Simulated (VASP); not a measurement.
Band structure of LiH (rock salt). Calculation: optB88-vdW, VASP's PBE PAW potentials (set 64) (plane waves; VASP).

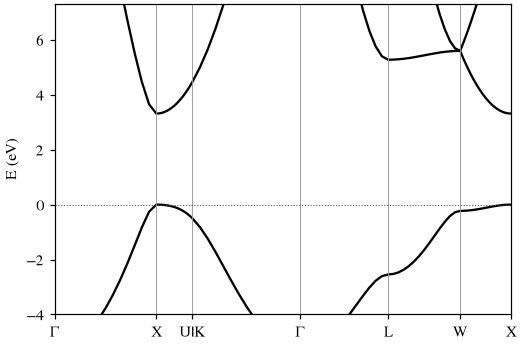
*Bands along high-symmetry lines, zero at the valence-band maximum or, without a gap, the Fermi level*

**Question.** Read the plot: is there a gap, and where are the band edges?

**Answer.** The gap is direct, 3.31 eV, from the valence maximum at X to the conduction minimum at X. (Edges off the drawn lines would not show.)

The compound is LiH in the rock salt structure. It was relaxed first, which changed the volume by -6 %.
